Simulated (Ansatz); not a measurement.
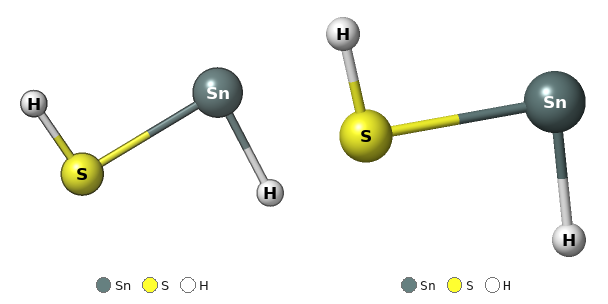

Both panels show the same species.

The geometry was computed by an optimisation with PBE0-D4/def2-TZVP.

Give the formula.

Answer. H2SSn, 4 atoms: 2 hydrogen, 1 sulfur and 1 tin.

What is the point group of this geometry?

Answer. Cs.

How many bonds of each kind are drawn?

Answer. 1 S–Sn, 1 Sn–H, 1 S–H. Sticks follow a distance rule.

The parts below concern this one geometry. Atoms keep their numbers from picture to picture.

**Geometry**

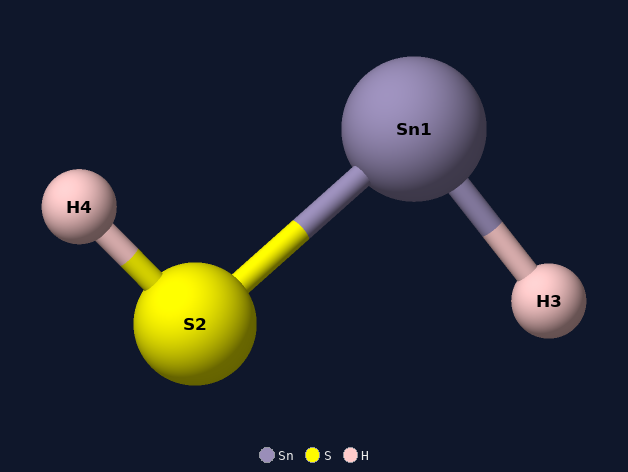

Atoms carry their numbers in the input.

Give the bond lengths.

| bond | length (Å) |
| --- | --- |
| Sn1–S2 | 2.414 |
| Sn1–H3 | 1.772 |
| S2–H4 | 1.344 |

**Vibrations**

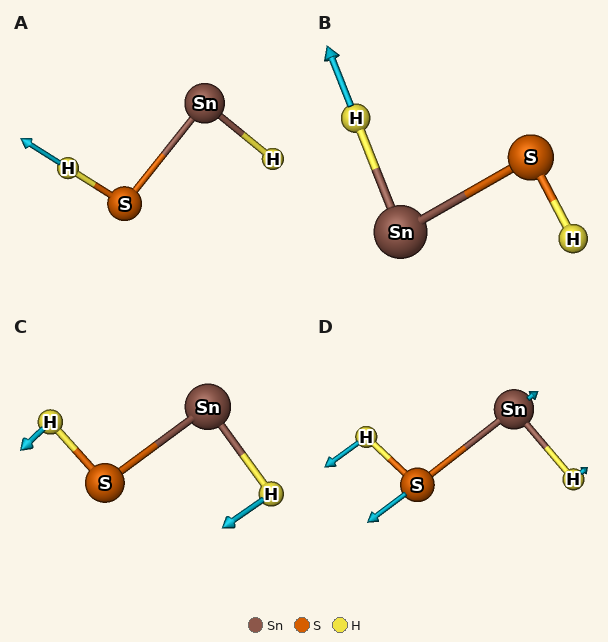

4 normal modes of one molecule or complex, as arrows. Harmonic vibrations computed with RKS PBE0-D4/def2-TZVP, core potentials on Sn (Ansatz 0.2.0) at a stationary point of the same level.

Match the panels to the wavenumbers 347 cm⁻¹, 505 cm⁻¹, 1735 cm⁻¹, 2708 cm⁻¹.

Answer. A: 2708 cm⁻¹, S–H stretching
B: 1735 cm⁻¹, Sn–H stretching
C: 505 cm⁻¹, H–Sn–S bending
D: 347 cm⁻¹, Sn–S stretching

**Electronic properties**

Method: RKS PBE0-D4/def2-TZVPP, core potentials on Sn (Ansatz 0.2.0).

Estimate the LUMO energy (Kohn–Sham orbital).

Answer. −2.66 eV.

Give the HOMO energy (Kohn–Sham orbital) at this level.

Answer. −6.83 eV.

**Dipole moment**

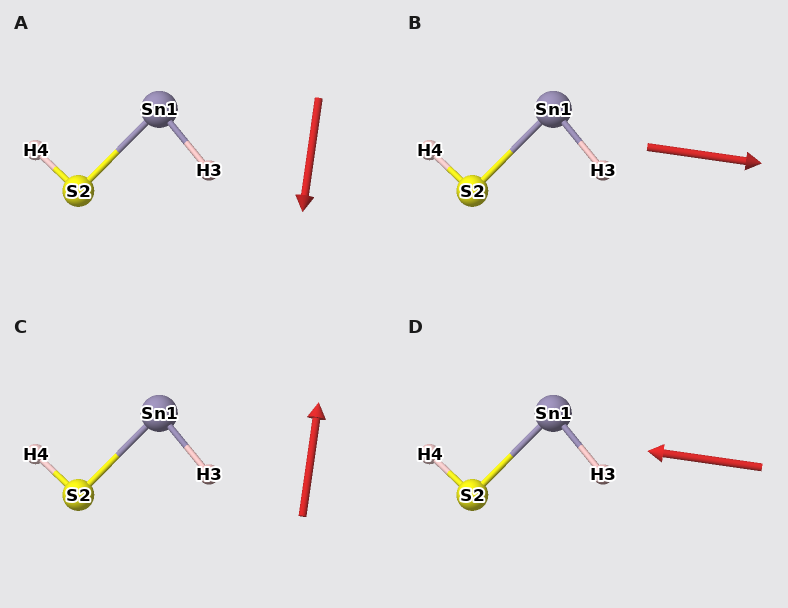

The same molecule four times, each with an arrow. Method: RKS PBE0-D4/def2-TZVP, core potentials on Sn (Ansatz 0.2.0).

Which arrow points along the dipole moment, from the negative to the positive end?

Answer. C. The dipole moment is 1.86 D; it points from the side of S2 to the side of Sn1 (the outermost atoms at the two ends).

**Charges**

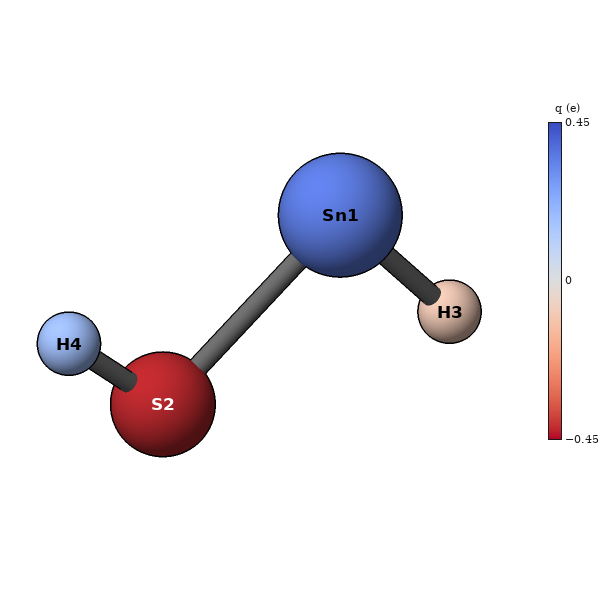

Atoms are coloured by their Mulliken charges. Method: RKS PBE0-D4/def2-TZVP, core potentials on Sn (Ansatz 0.2.0).

List the Mulliken charges.

```json
{"atom": "Sn1", "value (e)": "0.34"}
{"atom": "S2", "value (e)": "−0.42"}
{"atom": "H3", "value (e)": "−0.09"}
{"atom": "H4", "value (e)": "0.17"}
```

Mulliken values depend strongly on the basis set and can even reverse the polarity of a bond.
